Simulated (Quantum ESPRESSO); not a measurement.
**Cost against accuracy: K_POINTS for LaNiC2 (Amm2, 4 atoms in the cell)**

```xyz
4
Lattice="3.9093 0.0000 0.0000 0.0000 2.2197 2.9927 0.0000 -2.2197 2.9927" Properties=species:S:1:pos:R:3 pbc="T T T"
La     0.0000     0.0000     0.0032
Ni     1.9546     0.0000     3.6606
C      1.9546     0.6643     1.8043
C      1.9546    -0.6643     1.8043
```

Method of the run: PBEsol, SSSP 1.1.2 efficiency (PBE) pseudopotentials (plane waves; Quantum ESPRESSO).

Base settings: ecutwfc = 50 Ry; ecutrho = 400 Ry; occupations = smearing; smearing = gaussian; degauss = 0.0073499 Ry; input_dft = pbesol; potentials = {La: La.GGA-PBE-paw-v1.0.UPF, Ni: ni_pbe_v1.4.uspp.F.UPF, C: C.pbe-n-kjpaw_psl.1.0.0.UPF}; K_POINTS = automatic 9 9 9 0 0 0; conv_thr = 1e-10 Ry; mixing_beta = 0.5.

Misses are taken against the tightest run, automatic 11 12 12 0 0 0, which need not be fully converged itself. The energy is the free energy per atom.

The count of work is k-points × plane waves × bands × iterations; it is no time, and leaves out set-up, grids and terms that scale otherwise. Core times come from one kind of shared machine and are given to one figure; runs under 30 s give none.

The starting cell comes from a database of computed structures (which also holds hypothetical and non-ambient phases and stackings), without a prior relaxation at this level. Its lattice was rescaled by a random factor within 2.5 % of one. Spin polarisation is off. In the base run, with a pressure of about 9 GPa the cell is away from its equilibrium volume at this level. In the base run, forces exceed 1 eV/Å.

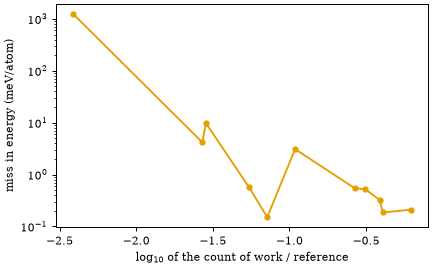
Fig. 1. Miss against the count of work; the reference run is not drawn, and misses under 0.1 meV/atom are drawn there.

```tsv
K_POINTS	energy less reference (meV/atom)	pressure less reference (GPa)	largest difference in the force on any atom (eV/Å)	count of work / reference	core time / reference (rough)
automatic 1 1 1 0 0 0	1249.31	14.95	7.347	0.0039	0.2
automatic 2 2 2 0 0 0	-4.19	-0.46	0.834	0.027	0.2
automatic 3 3 3 0 0 0	-9.76	-1.08	0.081	0.029	0.3
automatic 3 4 4 0 0 0	0.58	-0.05	0.125	0.054	0.3
automatic 4 4 4 0 0 0	-0.15	-0.06	0.113	0.072	0.3
automatic 5 5 5 0 0 0	3.09	0.18	0.091	0.11	0.3
automatic 6 6 6 0 0 0	0.55	0.13	0.028	0.27	0.5
automatic 7 8 8 0 0 0	-0.52	-0.02	0.015	0.31	0.4
automatic 8 9 9 0 0 0	0.33	0.00	0.005	0.39	0.5
automatic 9 9 9 0 0 0	0.19	0.01	0.015	0.41	0.5
automatic 9 10 10 0 0 0	0.21	0.02	0.018	0.62	0.7
automatic 11 12 12 0 0 0	0.00	0.00	0.000	1.0	1
```

Coarsest setting among those run that, with all tighter ones, holds the energy within 20 meV/atom of the reference: automatic 2 2 2 0 0 0, off by 4.2 meV/atom; it needs 0.027 of the reference's count of work and about 0.2 of the reference's time.

Coarsest setting among those run that, with all tighter ones, holds the energy within 1 meV/atom of the reference: automatic 6 6 6 0 0 0, off by 0.55 meV/atom; its saving against the reference is no more than about a factor of 2 in time. The coarser automatic 3 4 4 0 0 0 also lies inside, but a setting between leaves the range again, so that is luck.

The step from automatic 5 5 5 0 0 0 to automatic 9 10 10 0 0 0: it takes the miss in the energy from 3.1 to 0.21 meV/atom, for 5.7 times the count of work and roughly 2 times the time.
